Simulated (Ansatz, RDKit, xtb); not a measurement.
**Isomers of C2H9BrOSi2, a sample narrowed down**

Which of a sample of isomers of C2H9BrOSi2 is the most stable in the gas at 298.15 K, and what are its properties? The sample is small against all isomers, and the most stable one of this formula need not be in it.

The funnel: GFN2-xTB relaxations, single points with a density functional, relaxations at PBE0-D3(BJ)/def2-SVP, harmonic vibrations (at GFN2-xTB), and a last energy at a higher level. All values are calculated.

### Step 1. Candidates

Isomers were taken from a list of plausible structures; this is a sample, not all of them. That gives 7 candidates.

| label | SMILES | spin |
| --- | --- | --- |
| c033 | COC[SiH2][SiH2]Br | singlet |
| c180 | C[C@@H](Br)[SiH2]O[SiH3] | singlet |
| c295 | CO[SiH2][Si@H](C)Br | singlet |
| c571 | CCO[Si@H]([SiH3])Br | singlet |
| c740 | CO[Si@H]([SiH3])CBr | singlet |
| c792 | O[SiH2][C@H](Br)C[SiH3] | singlet |
| c847 | CO[Si@H](Br)C[SiH3] | singlet |

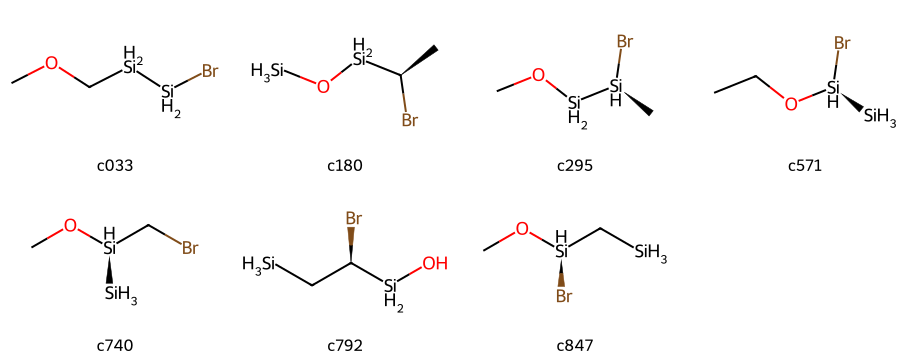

Structural formulas of the candidates.

Candidates are built by distance geometry, with a force field where one applies, in up to four conformers (letters a to d).

**Question.** With final energies at CCSD(T)/def2-SVP + MP2/def2-TZVPP - MP2/def2-SVP, which structure will this search put lowest in free energy, and by what margin?

| quantity | value |
| --- | --- |
| lowest structure found | CO[Si@H](Br)C[SiH3], singlet |
| next finalist | C[C@@H](Br)[SiH2]O[SiH3], singlet, 2.1 kcal/mol higher in G |
| share at equilibrium, among the finalists | 97.1 % |

`CO[Si@H](Br)C[SiH3]` comes out lowest. The margin, 2.1 kcal/mol, is modest. HF/STO-3G, r2SCAN-D4/def2-SVP, PBE0-D3(BJ)/def2-SVP, HF/def2-SVP and MP2/def2-SVP already put its bonding pattern lowest among the structures in one piece; GFN2-xTB favours the singlet C[C@@H](Br)[SiH2]O[SiH3]. 5 minima inside the window were never screened. The search is not exhaustive (a finite list of starts, one conformer a finalist), so a lower isomer can't be ruled out. Only 7 drawn patterns were tried, so whole families of isomers are missing, and the result ranks this sample alone.
